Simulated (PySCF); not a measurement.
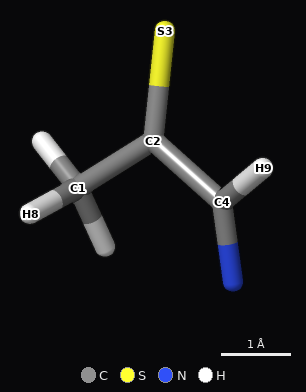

C3H4NS (multiplicity 2), before the relaxation. A stick model, seen at a tilt.

The start comes from GFN2-xTB.

Level of theory: PBE0-D3(BJ)/def2-SVP geometry optimisation, gas phase in PySCF 2.14.0, density-fitted response routines.

```xyz
9

C    -1.1392    0.0033    0.0704
C     0.2125    0.4168   -0.3690
S     0.4968    1.5932   -1.4409
C     1.3436   -0.3637    0.2306
N     1.1989   -1.4837    0.7023
H    -1.9083    0.3938   -0.5908
H    -1.1815   -1.0850    0.1298
H    -1.3159    0.3797    1.0801
H     2.3067    0.1514    0.1622
```

### Where does the relaxation end?

The atom that moves furthest after the best rigid fit is N5 (0.45 Å). Largest moves by element: N 0.45 Å, H 0.31 Å, C 0.06 Å, S 0.02 Å. Among the contacts that change: C4–N5 1.224 → 1.252 Å, C4–H9 1.094 → 1.107 Å, C1–C2 1.480 → 1.492 Å, C1–H6 1.087 → 1.096 Å. Bond angles that change, for instance: N5–C4–H9 124.0° → 120.8°, C2–C4–H9 113.2° → 116.1°. Groups turn about C2–C4 by about 20°. Over 11 geometry steps the energy falls by 1.86 kcal/mol. The run took of the order of 90 core-seconds on a shared host.

Final geometry:

```xyz
9

C    -1.1544   -0.0213    0.0422
C     0.2096    0.4117   -0.3797
S     0.5109    1.5948   -1.4521
C     1.3541   -0.3128    0.2499
N     1.2048   -1.2380    1.0803
H    -1.9272    0.5569   -0.4767
H    -1.2864   -1.0966   -0.1623
H    -1.2639    0.0986    1.1328
H     2.3659    0.0128   -0.0597
```

After the run, drawn alike:

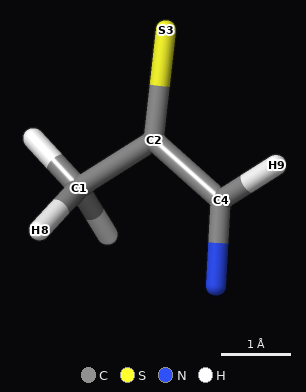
